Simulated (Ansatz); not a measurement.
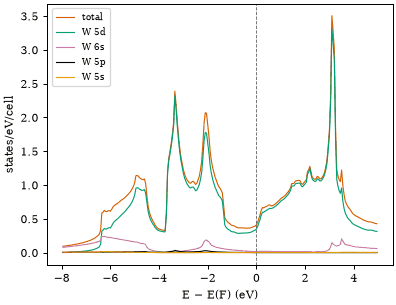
Figure. Total and projected density of states of W (bcc (W type), space group No. 229), DFT-PBEsol in the program Ansatz with PAW potentials

Problem. Which orbitals carry the states next to the Fermi level?

Solution. Within 0.5 eV of the Fermi level: W 5d 87 %, outside the projected shells 8 %. Projections are on Löwdin-orthogonalised atomic valence shells; empty p or d shells of many metals are not among them.

Problem. Where is the tallest occupied peak in this window, and what makes it?

Solution. Near -3.4 eV, about 2.4 states/eV per cell; the largest projected share is W 5d.

Space group Im-3m (bcc (W type)). The cell was relaxed with PBEsol under the symmetry of its start. No spin polarisation was allowed. Spin–orbit coupling is left out wherever it is not named.

Potentials: the earlier of the program's two PAW sets. The files were generated under PBE; for other functionals the program regenerates the frozen cores, and for LDA and PBEsol the local potential too.
